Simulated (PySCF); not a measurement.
```xyz
12

C    -1.5793    0.1108    0.0337
C    -0.1001    0.1675   -0.0074
C     0.7260    1.2223   -0.0809
O     2.0259    0.8472   -0.0969
N     2.1309   -0.5014   -0.0337
C     0.8056   -1.0329    0.0272
H    -1.9143   -0.3789    0.9482
H    -2.0002    1.1118   -0.0050
H    -1.9605   -0.4667   -0.8088
H     0.5410    2.2777   -0.1277
H     0.6399   -1.7222   -0.8157
H     0.6862   -1.6358    0.9410
```

Geometry: GFN2-xTB.

These are results of UKS B3LYP, pcH-1 on C H N O, non-relativistic, mean-field spin-orbit, GIAO in PySCF 2.14.0, density-fitted response routines, not measurements.

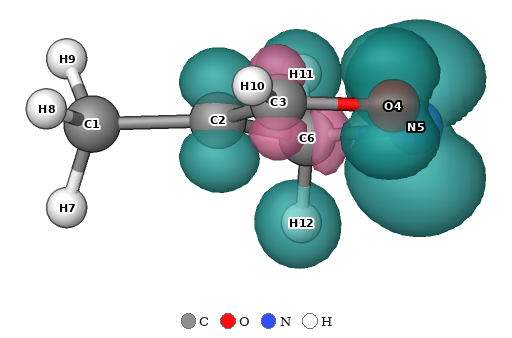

C$_{4}$H$_{6}$NO (doublet). Isosurfaces of the spin density (α minus β) at +0.03 (teal) and −0.03 e/Å³ (pink), seen from one side.

### Describe the spin distribution.

The unpaired spin (1 electron) lies mostly on N5 (about 0.6) and O4 (about 0.2), in electrons by Hirshfeld's partition.
